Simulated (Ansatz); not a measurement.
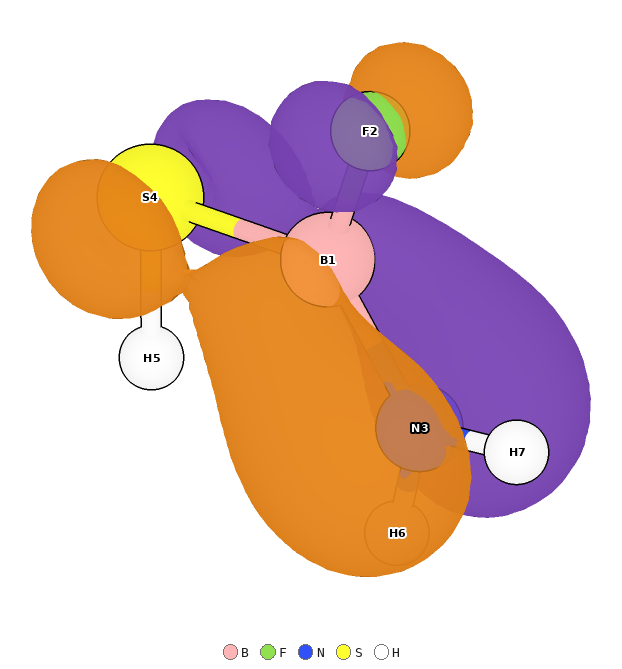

Figure 1: BFH₃NS (SMILES NB(F)S). The HOMO−1 at ±0.15 Å⁻³ᐟ² (orange and purple are the two phases), seen at an oblique angle.

Geometry: PBE0-D3(BJ)/def2-SVP.

Method: isolated molecule in a Gaussian basis; Kohn-Sham density functional theory, functional PBE0 (Ansatz).

```xyz
7

B    -0.9935    2.2760    0.5584
F    -1.2402    1.9087    1.8202
N     0.3277    2.5136    0.1685
S    -2.4558    2.4251   -0.5271
H    -1.7832    2.7937   -1.6367
H     0.6128    2.7929   -0.7578
H     1.0875    2.4108    0.8288
```

> What is the character of this orbital?

Its weight (Hirshfeld) is mainly on N3 (about 50 %), B1 (about 15 %), S4 (about 15 %) and F2 (about 10 %); it changes sign across the molecular plane (π type); π-bonding across B1–N3 and B1–S4; π-antibonding (a node) across B1–F2. Its energy is −9.01 eV.
